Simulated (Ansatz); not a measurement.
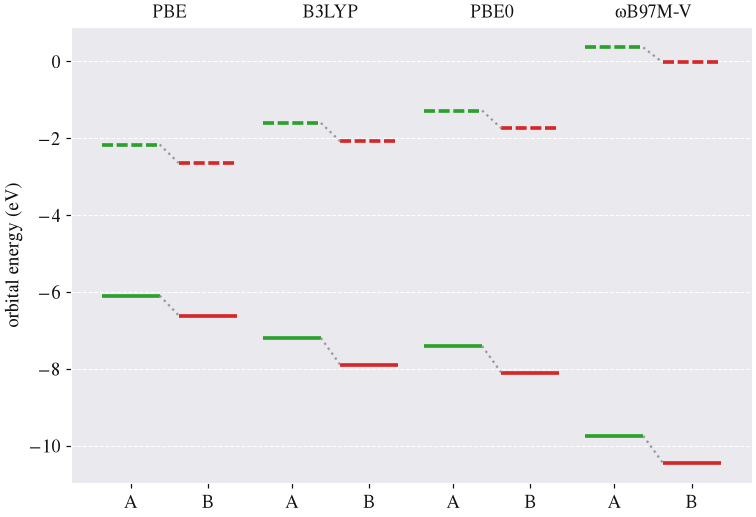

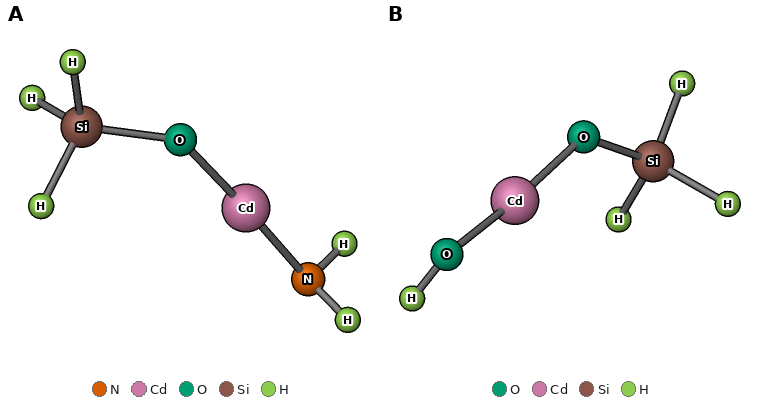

One change: A, CdSiNH₅O (SMILES [NH2][Cd][O][SiH3]), becomes B, CdSiH₄O₂ (SMILES [OH][Cd][O][SiH3]). NH₂ on Cd is replaced by OH. HOMO (solid) and LUMO (dashed) computed in def2-TZVPP at PBE0-D4/def2-TZVP geometries, both minima by their frequencies, gas phase, the Ansatz code 0.2.0. Empty levels above zero depend strongly on the basis.

Question: What does the change do to HOMO and LUMO?

Answer: PBE: the HOMO falls by 0.53 eV, the LUMO falls by 0.49 eV, and the separation goes from 3.93 to 3.97 eV. B3LYP: the HOMO falls by 0.70 eV, the LUMO falls by 0.48 eV, and the separation goes from 5.59 to 5.81 eV. PBE0: the HOMO falls by 0.70 eV, the LUMO falls by 0.47 eV, and the separation goes from 6.13 to 6.36 eV. ωB97M-V: the HOMO falls by 0.70 eV, the LUMO falls by 0.39 eV, and the separation goes from 10.11 to 10.41 eV.

Question: Do the functionals agree on the effect?

Answer: They agree on the direction for both levels; the HOMO shift lies between −0.70 and −0.53 eV and the LUMO shift between −0.49 and −0.39 eV, while the separations themselves differ by up to 6.4 eV between functionals.

Known limits of this run: core potentials past krypton; one conformer of each flexible molecule.
